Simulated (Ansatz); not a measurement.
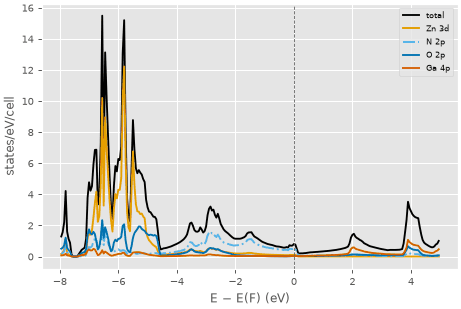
Figure: Total and projected density of states of ZnGaNO in space group P3m1 (No. 156; Ga on 1b, N on 1b, Zn on 1c, O on 1c), DFT-PBEsol in the program Ansatz with PAW potentials

Task: Which orbitals carry the states next to the Fermi level?

Result: Within 0.5 eV of the Fermi level: N 2p 62 %, Zn 3d 13 %, Ga 4s 8 %, Ga 4p 6 %. Projections are on Löwdin-orthogonalised atomic valence shells; empty p or d shells of many metals are not among them.

Task: Where is the tallest occupied peak in this window, and what makes it?

Result: Near -6.5 eV, about 15 states/eV per cell; the largest projected share is Zn 3d.

The start of the workflow was typed in or built on a structure type; the Crystallography Open Database copy checked does not list it. Whether it is the stable phase at ambient conditions was not checked. The cell was relaxed with PBEsol under the symmetry of its start; whether a distortion lowers the energy is not shown. Scalar-relativistic: spin–orbit coupling is off unless named, which matters more the heavier the elements.

Potentials: the later of the program's two PAW sets.
